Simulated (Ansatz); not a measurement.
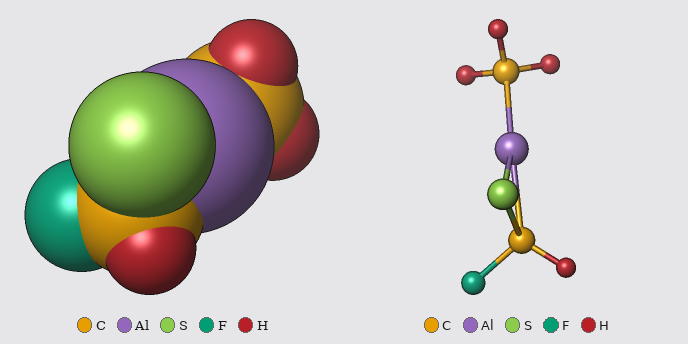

Both panels show the same species.

The computed structure is the end point of a PBE0-D4/def2-TZVP optimisation. No frequency run is at hand to confirm it as a minimum.

Identify the structure.

It has 9 atoms: 2 carbon, 4 hydrogen, 1 aluminium, 1 fluorine and 1 sulfur (C2H4AlFS). As SMILES it reads `[CH3][Al]1[S][C@H]1F`. Among its groups: C–F bond. This geometry has C1 symmetry. Coordination, clear cases only: 1 C tetrahedral.

The parts below concern this one geometry. Atoms keep their numbers from picture to picture.

## Shape

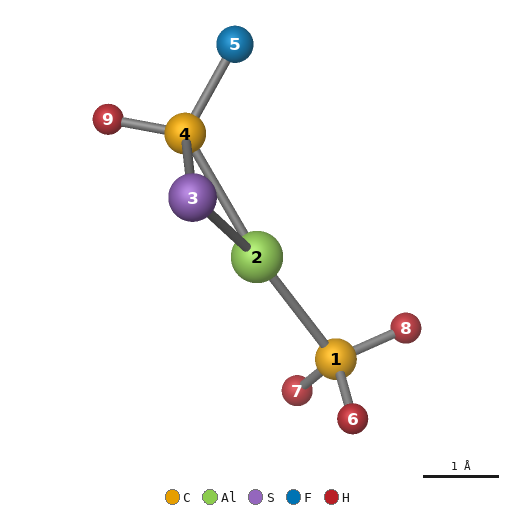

The atoms are numbered. No frequency run is at hand to confirm it as a minimum.

Give the bond lengths.

| bond | length (Å) |
| --- | --- |
| C1–Al2 | 1.933 |
| C1–H6 | 1.092 |
| C1–H7 | 1.093 |
| C1–H8 | 1.093 |
| Al2–S3 | 2.126 |
| Al2–C4 | 1.930 |
| S3–C4 | 1.888 |
| C4–F5 | 1.379 |
| C4–H9 | 1.088 |

## Dipole moment

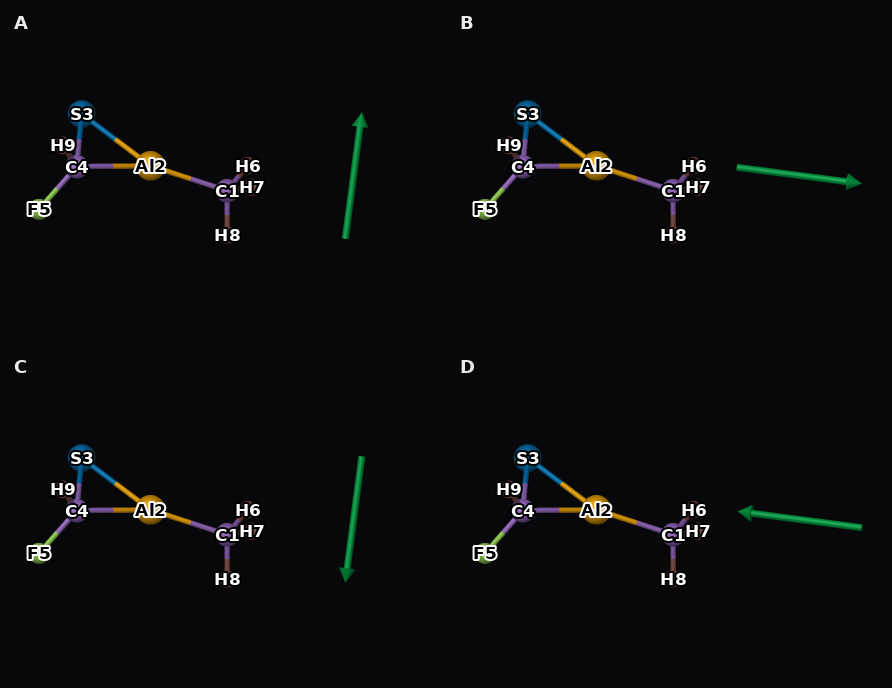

The same molecule four times, each with an arrow. No frequency run is at hand to confirm it as a minimum. Properties computed with RKS PBE0-D4/def2-TZVP (Ansatz 0.2.0).

Question: Which arrow points along the dipole moment, from the negative to the positive end?

Answer: B. The dipole moment is 3.94 D; it points from the side of F5 to the side of H7 (the outermost atoms at the two ends).

## Levels of theory compared

No frequency run is at hand to confirm it as a minimum. Program: Ansatz 0.2.0.

At this fixed geometry, give HOMO–LUMO gap (eV) at these levels: B3LYP-D4/def2-TZVPP; PBE-D4/def2-TZVPP; PBE0-D4/def2-TZVPP; r2SCAN-D4/def2-TZVPP; ωB97M-V/def2-TZVPP; ωB97X-V/def2-TZVPP.

| level | HOMO–LUMO gap (eV) |
| --- | --- |
| B3LYP-D4/def2-TZVPP | 5.23 |
| PBE-D4/def2-TZVPP | 3.68 |
| PBE0-D4/def2-TZVPP | 5.64 |
| r2SCAN-D4/def2-TZVPP | 4.19 |
| ωB97M-V/def2-TZVPP | 9.40 |
| ωB97X-V/def2-TZVPP | 9.83 |

## Charges

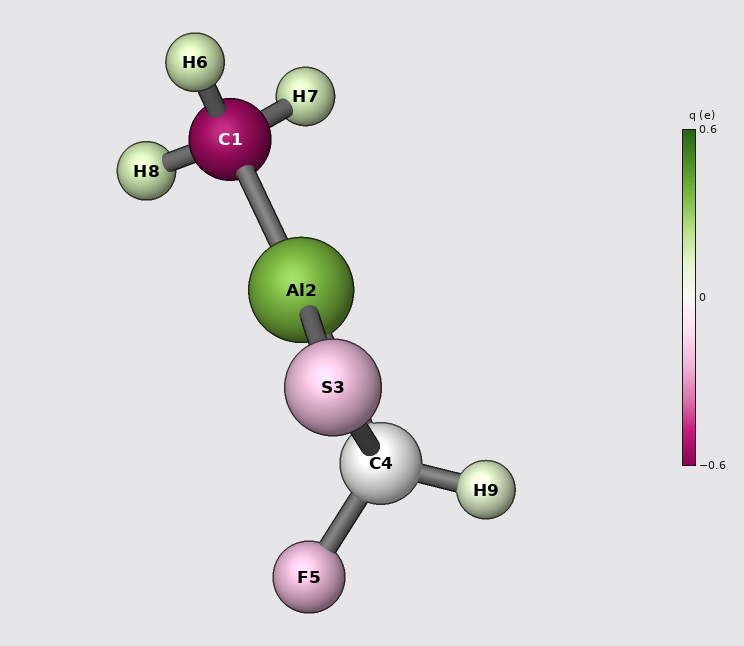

Atoms are coloured by their Mulliken charges. No frequency run is at hand to confirm it as a minimum. Method: RKS PBE0-D4/def2-TZVP (Ansatz 0.2.0).

List the Mulliken charges.

```tsv
atom	value (e)
C1	−0.56
Al2	0.36
S3	−0.21
C4	0.01
F5	−0.21
H6	0.16
H7	0.16
H8	0.16
H9	0.12
```

Mulliken values depend strongly on the basis set and can even reverse the polarity of a bond.
